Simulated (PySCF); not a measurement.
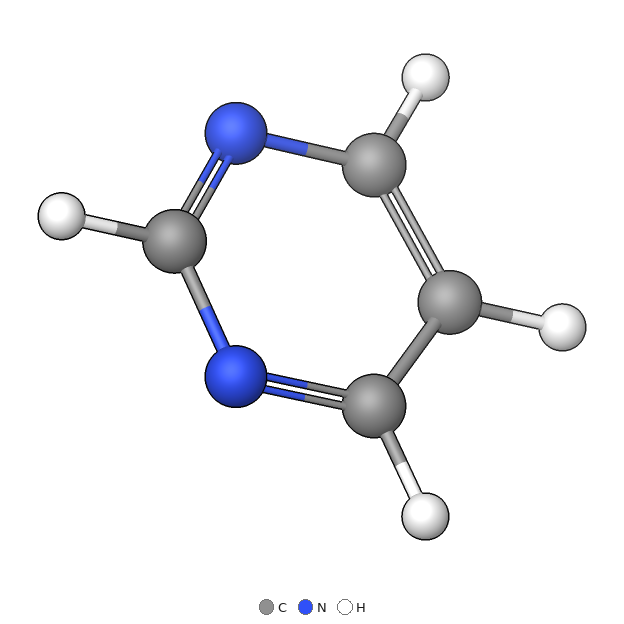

The picture shows a molecular structure as a ball-and-stick model. Double and triple bonds are drawn as two and three sticks.

What does the picture show?

Formula C₄H₄N₂. Its SMILES string is `c1cncnc1`. Independent rings (smallest set): 1 of 6 members, 1 of them aromatic. This geometry has C2v symmetry. All atoms lie on one plane. Coordination: 4 C trigonal planar; 2 N bent.

More results for the same structure follow; atom numbers are the same in all pictures, views and colours differ. Computed geometry: PBE0-D3(BJ)/def2-TZVP optimisation. No frequency run is at hand to confirm it as a minimum.

### NMR shielding

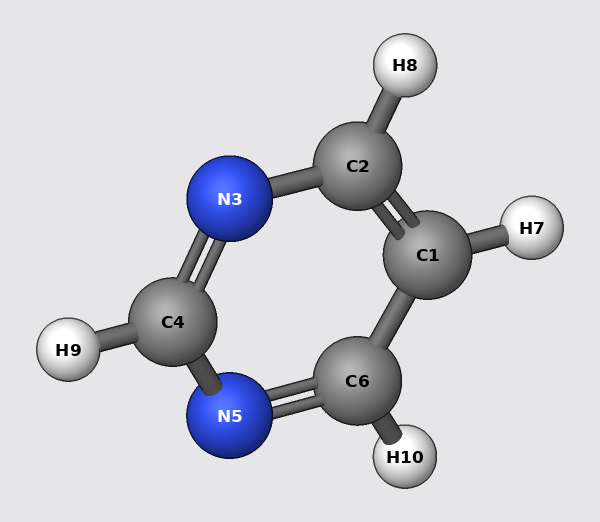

The questions are on isotropic NMR shieldings of the C atoms. No frequency run is at hand to confirm it as a minimum. Level of theory: GIAO B97-2/pcSseg-2 NMR shielding, non-relativistic, gas phase (PySCF 2.14.0).

Give the isotropic NMR shieldings of the C atoms atom by atom.

```tsv
atom	σ (ppm)
C1	58.6
C2	20.6
C4	16.6
C6	20.6
```

### Electronic properties

No frequency run is at hand to confirm it as a minimum. Method: PBE0/aug-cc-pVTZ, gas phase (PySCF 2.14.0). Excitations: vertical, linear response.

Question: What is the lowest vertical singlet excitation?

Answer: 4.35 eV.

Question: What is the mean static polarisability?

Answer: 57.3 bohr³.

Question: Estimate the dipole moment.

Answer: 2.34 D.

Question: Estimate the HOMO energy (Kohn–Sham orbital).

Answer: −7.48 eV.

### Ring current

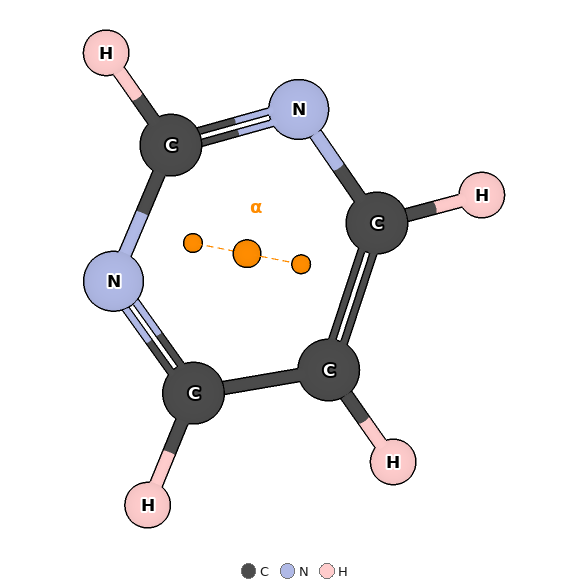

The small points mark where nucleus-independent chemical shifts (NICS) were computed: at the centre of each lettered ring and 1 Å above and below it. No frequency run is at hand to confirm it as a minimum. Level of theory: GIAO WP04/pcSseg-2 NMR shielding, non-relativistic, IEF-PCM chloroform (PySCF 2.14.0).

Give NICS(0), NICS(1) and the out-of-plane component NICS(1)zz for each ring (means of the two sides).

```
ring  members  NICS(0)  NICS(1)  NICS(1)zz
   α     C4N2     −6.1     −9.8      −27.4
```

Values in ppm.

Question: What do the values say about the ring currents?

Answer: Ring α: diatropic, as in an aromatic ring. NICS is one index among several.
